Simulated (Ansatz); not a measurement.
# How Re absorbs and reflects light

What colour and refractive index does Re have at this level of theory?

Method: DFT, r2SCAN, plane-wave PAW, default files, scalar-relativistic, independent-particle optical response without local fields, in Ansatz 0.2.0.

## (1) Starting point

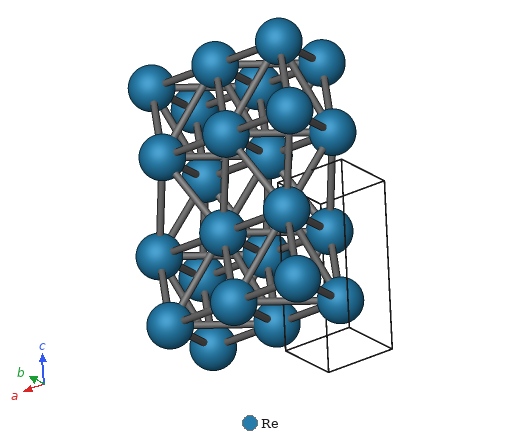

The cell as given, from a free direction (rhenium blue). 3×2×2 cells are drawn.

## (2) Ground state and bands

The self-consistent density comes first; it also tells whether there is a gap, which decides the occupations and the need for a Drude term.

This step: DFT, r2SCAN, plane-wave PAW, default files, scalar-relativistic, ground state (Ansatz 0.2.0).

The input, input.yaml:

```yaml
crystal:
  lattice:
    - [2.7608, 0.0, 0.0]
    - [-1.3804, 2.3909229348, 0.0]
    - [0.0, 0.0, 4.4582]
  atoms:
    - { symbol: Re, position: [0.6666666667, 0.3333333333, 0.75] }
    - { symbol: Re, position: [0.3333333333, 0.6666666667, 0.25] }
kpoints:
  mp_grid: { grid: [10, 10, 6] }
  band_path:
    path:
      - [[0.0, 0.0, 0.0], [0.5, 0.0, 0.0], [0.33333333, 0.33333333, 0.0], [0.0, 0.0, 0.0], [0.0, 0.0, 0.5], [0.5, 0.0, 0.5], [0.33333333, 0.33333333, 0.5], [0.0, 0.0, 0.5]]
      - [[0.5, 0.0, 0.5], [0.5, 0.0, 0.0]]
      - [[0.33333333, 0.33333333, 0.0], [0.33333333, 0.33333333, 0.5]]
    npoints: 5
scf:
  occupations: { method: fermi_dirac, width: 0.05 }
  n_extra_bands: 6
hamiltonian:
  xc: r2scan
  pseudopotentials: { kind: paw }
output:
  forces: true
  stress: true
  populations: true
  write_bands: true
```

Launch:

```sh
$ ansatz run input.yaml --threads 4 --pin off --max-ram 8192MiB --backend cpu --events-out ev --progress --plain --runs-dir out
```

Numbers of over 12 decimals in the logs are rounded to 6 here.

What it wrote:

```text
scf.n_extra_bands = 6 over 15 filled bands (N_el = 30.0): the run solves 21 bands
Engine: ansatz 0.2.0, x86_64-unknown-linux-gnu
Pseudopotentials: kind: paw
Pseudopotential: Re, paw, valence charge 15, recommended cutoff 500 eV (meta_gga), Re.paw.azcp
Functional definition: r2SCAN
  parameter k0 = 0.174
  parameter k1 = 0.065
  parameter a1 = 4.9479
  exchange = r2scan_x(k0 = k0, k1 = k1, a1 = a1)
  correlation = r2scan_c
Crystal: 2 atoms, lattice volume = 29.428 Å³
Basis set: ecut = 500 eV, 725 PW (Γ), exchange–correlation on 96×96×144 points (64 copies of the dense FFT grid, shifted against one another)
Bands: 21, of which v1, the nominal top of the filled ones, is band 15 counted from 1 (14 counted from 0)
Symmetry: 24 space group operations
Space group: P63/mmc (ITA 194), of the structure as read, at distance tolerance 3.1e-5 Å
k-points: 56 of 600
Non-local potential: Re, projectors of the file, l = 0: 3, l = 1: 2, l = 2: 2, l = 3: 1
PAW form: soft (Blöchl's): semilocal exchange-correlation on the pseudo side does not see the compensation charge
PAW frozen core: Re, regenerated for the run's functional (the file was generated under x = pbe(κ = 0.804, μ = 0.219515), c = pbe(β = 0.066725))
PAW one-centre angular grid: Re, 590 points (default); XC on 160 Gauss nodes
Initial density: superposition of atomic densities (neutral atoms: chi_scale 0, normalization atom), corrected by the library's trained network
Initial wavefunctions: pseudopotential atomic-orbital guess
Functional: x = r2scan, c = r2scan; τ floored in thin density (d = 2e-4 eV/Å³)
SCF iter   1: F=—  HF=-21761.586033 eV  |F-HF|=—  |Δ(HF+E_count)|=         —  Δρ=9.98e-3  dr2=1.47e-2  dr2_τ=1.65e-1  ethr=1.77e-3  ⟨swp⟩=5.7  Hψ=5707  notcnv=0  defer=5
preconditioner: auto → none  [metal: Δε(μ)=0.058 eV  Ē_g=8.479 eV  σ=0.050 eV  W_gap=0.28  n_scr=8 (ndim 8)  ℏωp=25.6 eV  f_vac=0.000  D(μ)=1.71/eV (n_scr^D=22)  sad-step TF]
SCF iter   2: F=—  HF=-21761.622248 eV  |F-HF|=—  |Δ(HF+E_count)|=   3.62e-2  Δρ=5.90e-3  dr2=4.61e-3  dr2_τ=5.64e-4  ethr=4.91e-5  ⟨swp⟩=2.0  Hψ=2296  notcnv=0  defer=55
SCF iter   3: F=—  HF=-21761.625943 eV  |F-HF|=—  |Δ(HF+E_count)|=   3.69e-3  Δρ=6.12e-4  dr2=7.05e-5  dr2_τ=2.00e-5  ethr=1.54e-5  ⟨swp⟩=3.0  Hψ=2241  notcnv=0  defer=55
SCF iter   4: F=—  HF=-21761.625976 eV  |F-HF|=—  |Δ(HF+E_count)|=   3.31e-5  Δρ=1.41e-4  dr2=1.68e-6  dr2_τ=1.22e-6  ethr=2.35e-7  ⟨swp⟩=2.0  Hψ=1784  notcnv=0  defer=55
iter 5 did not close the SCF: its close was put off for the readings that it lacked (scf_convergence_deferred on its scf_iter line)
SCF iter   5: F=-21761.625978 eV  HF=-21761.625978 eV  |F-HF|=1.80e-8  |Δ(HF+E_count)|=   2.00e-6  Δρ=2.22e-5  dr2=9.79e-8  dr2_τ=3.25e-8  ethr=5.60e-9  ⟨swp⟩=2.4  Hψ=1719  notcnv=0  defer=55
SCF iter   6: F=-21761.625978 eV  HF=-21761.625978 eV  |F-HF|=4.22e-9  |Δ(HF+E_count)|=   5.53e-9  Δρ=4.77e-6  dr2=1.96e-9  dr2_τ=1.11e-9  ethr=3.26e-10  ⟨swp⟩=5.6  Hψ=4855  notcnv=0
SCF 1 converged in 6 iterations: F = -21761.625978 eV  dr2 = 1.96e-9
  greatest PAW one-centre occupation: 1.000 electrons in one spin orbital (limit 2), on the Re atom at site 1 (counted from 0), in its partial waves of l = 0
NSCF: frozen V_eff on 48 k-points
SCF converged after 6 iterations
Free energy (F): -21761.625978 eV
Harris-Foulkes:  -21761.625978 eV  (|F-HF|=4.22e-9)
Internal energy: -21761.611522 eV  (E = F + TS)
E sigma→0 (E₀):  -21761.618750 eV
Entropy (-TS):   -0.014456 eV (-7.228 meV/atom)
Fermi energy:    23.804493 eV
--- Per-component energies (eV) ---
  E_band       = -174.218894
  E_kinetic    = 1083.813730
  E_local      = -1517.780764  (includes V_loc(G=0)·N_el)
  E_nonlocal   = 98.772736
  E_hartree    = 545.478821
  E_xc         = -773.991085
  E_vxc        = -681.654592  (∫ρ·V_xc dr)
  E_paw        = -17378.367951  (= ΣΔE_a)
  E_vpaw       = -283.918909  (= ΣTr[D̂ρ^β])
  E_aug_tail   = -0.000068  (compensation charges beyond the density's cutoff)
  E_vtau       = 35.591829  (kinetic-family band-sum trace: ∫τ·v_τ [+ j·A + Jᵃ·Aᵃ] dr)
  E_ewald      = -3818.595200
  E_core_change = -0.941741  (= ΣΔE_core)
  E_smearing   = -0.014456  (= −TS)
  E_closure    = 0.000000  (closes the sum)
  Σ components = -21761.625978   (vs F -21761.625978, Δ=0.00e0)
--- Forces (eV/Å), atoms counted from 1 ---
  atom   1  Re    -0.00000000    -0.00000000    -0.00000000
  atom   2  Re     0.00000000     0.00000000     0.00000000
  max |Σ_I F_I| component: 1.85e-17 eV/Å
--- Stress (GPa, compression-positive) ---
       -0.969019      -0.000000       0.000000
        0.000000      -0.969019      -0.000000
        0.000000      -0.000000      -0.105426
  P = ⅓ Tr σ = -0.6812 GPa (-6.812 kbar)
--- Band table (eV; the first three rows and the last of 56) ---
  k-point 0: bands = [... 11 lower, 22.1906, 22.1906, 23.0571, 23.0571, 24.0281, 24.0281, 24.3191, 27.3434, ... 2 higher]
  k-point 1: bands = [... 11 lower, 22.0456, 22.0456, 22.8505, 22.8505, 23.4424, 24.4878, 24.4878, 27.3664, ... 2 higher]
  k-point 2: bands = [... 11 lower, 21.9244, 21.9244, 21.9630, 22.4188, 22.4188, 25.4718, 25.4718, 27.1776, ... 2 higher]
  k-point 55: bands = [... 11 lower, 20.1013, 21.4772, 21.4772, 23.8396, 23.8396, 27.4828, 27.4828, 32.8575, ... 2 higher]
--- Löwdin populations: 2 sites ---
  site symbol       q [e]
     0     Re     14.8431
     1     Re     14.8431
  spilling = 0.010462 (of n_electrons = 30.000000)
```

Run time: 4.8 s. Hardware: 4 threads of Intel Xeon at 2.50GHz (Skylake/Cascade Lake), shared host; peak memory 0.44 GiB; 12 s of CPU time.

The column dr2 measures how far the density is from self-consistency, as an energy; F and HF (Harris–Foulkes) agree once it is small.

Numbers from this step:

| Item | Value |
| --- | --- |
| free energy | -21761.6260 eV |
| Fermi energy | 23.80 eV |
| electrons | 30 |
| symmetry operations | 24 |
| pressure | -0.6812 GPa |
| volume | 29.43 Å³ |
| gap on the path | 0 eV |

There are states at the Fermi level within the smearing, so the occupations stay smeared and the carriers get a Drude term. The cell is left with a pressure of -0.7 GPa, as it stands unrelaxed at this level.

Electronic bands along the path, in eV, zero at the Fermi level; # counts the bands kept:

| point | #4 | #5 | #6 | #7 | #8 | #9 | #10 | #11 |
| --- | --- | --- | --- | --- | --- | --- | --- | --- |
| Γ | -1.61 | -1.61 | -0.75 | -0.75 | 0.22 | 0.22 | 0.52 | 3.54 |
| M | -1.99 | -1.88 | -1.45 | -0.62 | 4.16 | 4.59 | 4.71 | 6.31 |
| K | -3.56 | -2.23 | -2.23 | -0.05 | 3.18 | 3.18 | 3.69 | 6.90 |
| Γ | -1.61 | -1.61 | -0.75 | -0.75 | 0.22 | 0.22 | 0.52 | 3.54 |
| A | -2.51 | -1.75 | -1.75 | -1.75 | -1.75 | 2.69 | 2.69 | 2.69 |
| L | -4.28 | 0.43 | 0.43 | 0.87 | 0.87 | 4.49 | 4.49 | 4.97 |
| H | -3.92 | -2.29 | -2.29 | 0.07 | 0.07 | 3.51 | 3.51 | 9.93 |
| A | -2.51 | -1.75 | -1.75 | -1.75 | -1.75 | 2.69 | 2.69 | 2.69 |
| jump to L | -4.28 | 0.43 | 0.43 | 0.87 | 0.87 | 4.49 | 4.49 | 4.97 |
| M | -1.99 | -1.88 | -1.45 | -0.62 | 4.16 | 4.59 | 4.71 | 6.31 |
| jump to K | -3.56 | -2.23 | -2.23 | -0.05 | 3.18 | 3.18 | 3.69 | 6.90 |
| H | -3.92 | -2.29 | -2.29 | 0.07 | 0.07 | 3.51 | 3.51 | 9.93 |

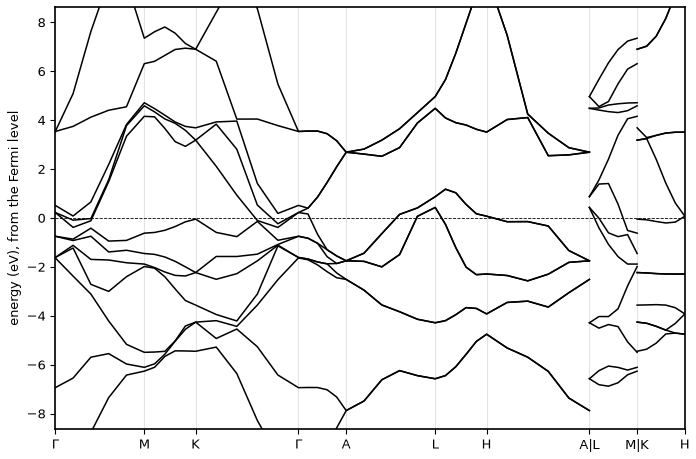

Electronic bands along the path.

## (3) Spectrum

With the density converged, the vertical transitions are summed over the zone.

This step: DFT, r2SCAN, plane-wave PAW, default files, scalar-relativistic, independent-particle optical response without local fields (Ansatz 0.2.0).

input.yaml, the sections that differ from step 2:

```yaml
kpoints:
  mp_grid: { grid: [13, 13, 7] }
scf:
  occupations: { method: fermi_dirac, width: 0.05 }
output:
  optics:
    e_range: [0, 14]
    de: 0.05
    sigma: 0.1
    drude_damping: 0.05
    nscf_kmesh: { grid: [18, 18, 9] }
    bands: { spectra_wanted_up_to: 14 }
# crystal, hamiltonian: as in step 2
```

What it wrote:

```text
[...]
Crystal: 2 atoms, lattice volume = 29.428 Å³
Basis set: ecut = 500 eV, 725 PW (Γ), exchange–correlation on 96×96×144 points (64 copies of the dense FFT grid, shifted against one another)
Bands: 19, of which v1, the nominal top of the filled ones, is band 15 counted from 1 (14 counted from 0)
Symmetry: 24 space group operations
[...]
k-points: 84 of 1183
[...]
SCF iter   1: F=—  HF=-21761.589527 eV  |F-HF|=—  |Δ(HF+E_count)|=         —  Δρ=9.80e-3  dr2=1.36e-2  dr2_τ=1.66e-1  ethr=1.77e-3  ⟨swp⟩=5.7  Hψ=7591  notcnv=0
[...]
SCF iter   8: F=-21761.630235 eV  HF=-21761.630235 eV  |F-HF|=3.64e-12  |Δ(HF+E_count)|=  1.60e-10  Δρ=1.43e-7  dr2=2.53e-12  dr2_τ=4.33e-13  ethr=1.00e-12  ⟨swp⟩=3.0  Hψ=3794  notcnv=0
SCF 1 converged in 8 iterations: F = -21761.630235 eV  dr2 = 2.53e-12
[...]
NSCF: frozen V_eff on 185 k-points
output.optics: what the bands over the 31 summed would add to eps1, eps2 and the energy-loss function is held between a lower and an upper bound (6 Lanczos steps). eps1, eps2 and their loss function (loss_summed_bands) are given on every row as the summed bands alone make them. Along an axis, on a row where the two bounds hold the loss function to about 1 % of the greater of itself and 0.5 % of |1/eps|, its cell (loss_completed) is given, with the completed eps1 and eps2 that it is formed of (a cell that is left empty reads nan in the table and null in the record). The two bounds hold it so along every axis on all 280 rows up to 14.000 eV. [rest of the remark cut]
SCF converged after 8 iterations
Free energy (F): -21761.630235 eV
[...]
Internal energy: -21761.617700 eV  (E = F + TS)
E sigma→0 (E₀):  -21761.623967 eV
Entropy (-TS):   -0.012535 eV (-6.268 meV/atom)
Fermi energy:    23.775334 eV
[...]
--- Band table (eV; the first three rows and the last of 84) ---
  k-point 0: bands = [... 11 lower, 22.1859, 22.1859, 23.0519, 23.0519, 24.0279, 24.0279, 24.3219, 27.3426]
  k-point 1: bands = [... 11 lower, 22.0707, 22.0707, 22.8964, 22.8964, 23.6507, 24.3755, 24.3755, 27.3649]
  k-point 2: bands = [... 11 lower, 21.9331, 21.9331, 22.3494, 22.5417, 22.5417, 25.1670, 25.1670, 27.2755]
  k-point 83: bands = [... 11 lower, 20.0918, 21.4003, 21.5875, 23.6474, 24.2199, 27.2667, 27.5547, 32.6345]
```

Elapsed: 5.5 min, on 4 threads; peak memory 1.4 GiB.

Numbers from this step:

* main peak of the optical conductivity above 1 eV, first axis: 4.640 eV
* Drude plasma energy, first axis: 6.992 eV
* bands summed: 31
* spectra valid up to: 25.74 eV
* program's estimate of the k-sum error in Im epsilon: 0.1 %
* electrons in the f-sum: 25.69

The Im ε has structure finer than the step of the table below, so its rows give means over 0.5 eV, whole bins alone (the curve runs from 0.3 to 14 eV). Peaks (eV: height): E ∥ x or y 2.75: 34.6, 3.25: 31.7, 4.60: 32.5; E ∥ z 3.25: 25.2, 5.60: 22.6.

Im ε against photon energy; means over each step:

| photon energy (eV) | E ∥ x or y | E ∥ z |
| --- | --- | --- |
| 1.0 | 33.5 | 32.8 |
| 1.5 | 22.9 | 23.4 |
| 2.0 | 22.5 | 23.7 |
| 2.5 | 28.3 | 22.6 |
| 3.0 | 28.3 | 19.7 |
| 3.5 | 25.1 | 19.1 |
| 4.0 | 21.9 | 17.6 |
| 4.5 | 30.3 | 18.2 |
| 5.0 | 22.4 | 19.0 |
| 5.5 | 14.2 | 20.4 |
| 6.0 | 11.1 | 13.9 |
| 6.5 | 9.22 | 8.02 |
| 7.0 | 7.64 | 6.69 |
| 7.5 | 5.19 | 5.56 |
| 8.0 | 3.87 | 4.16 |
| 8.5 | 3.05 | 3.14 |
| 9.0 | 2.91 | 3.47 |
| 9.5 | 2.89 | 3.99 |
| 10.0 | 2.26 | 3.79 |
| 10.5 | 2.97 | 4.42 |
| 11.0 | 4.54 | 3.90 |
| 11.5 | 4.36 | 3.50 |
| 12.0 | 3.39 | 4.00 |
| 12.5 | 3.30 | 3.27 |
| 13.0 | 2.84 | 2.97 |
| 13.5 | 2.75 | 3.03 |

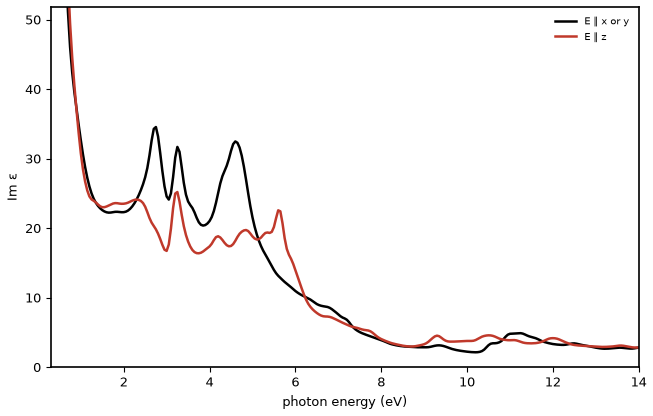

Im ε against photon energy. Below 1 eV the curve runs off the scale.

Re ε against photon energy:

| photon energy (eV) | E ∥ x or y | E ∥ z |
| --- | --- | --- |
| 1 | -34.8 | -65.7 |
| 2 | 7.71 | -4.32 |
| 3 | 3.18 | 2.07 |
| 4 | 4.57 | 1.80 |
| 5 | -13.4 | -2.01 |
| 6 | -8.69 | -11.4 |
| 7 | -7.47 | -6.36 |
| 8 | -5.06 | -4.57 |
| 9 | -2.34 | -1.04 |
| 10 | -0.976 | -0.701 |
| 11 | 0.379 | -0.945 |
| 12 | -1.03 | -0.624 |
| 13 | -0.727 | -0.475 |
| 14 | -0.0517 | 0.0593 |

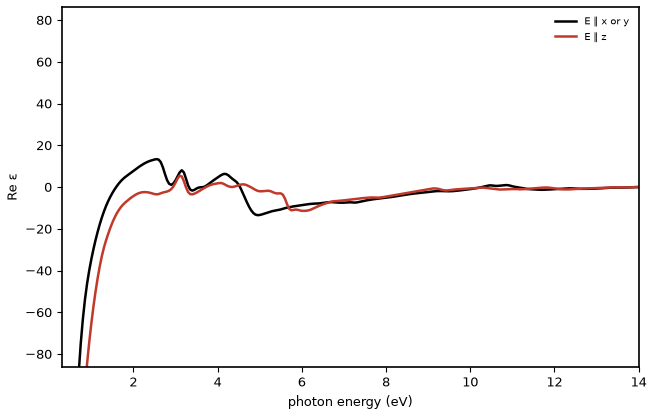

Re ε, plotted against photon energy. Below 1 eV the curve runs off the scale.

[end of part 1 of 2]

[Logs are printed without paths, hosts, clocks, repeated set-up lines and the standing remarks that a program may print on its own settings, such as how far it seeks lower states.]

[Hosts, paths, dates, database ids (printed as entryN), source tags and the programs' standing remarks are cut or masked in the printed files.]
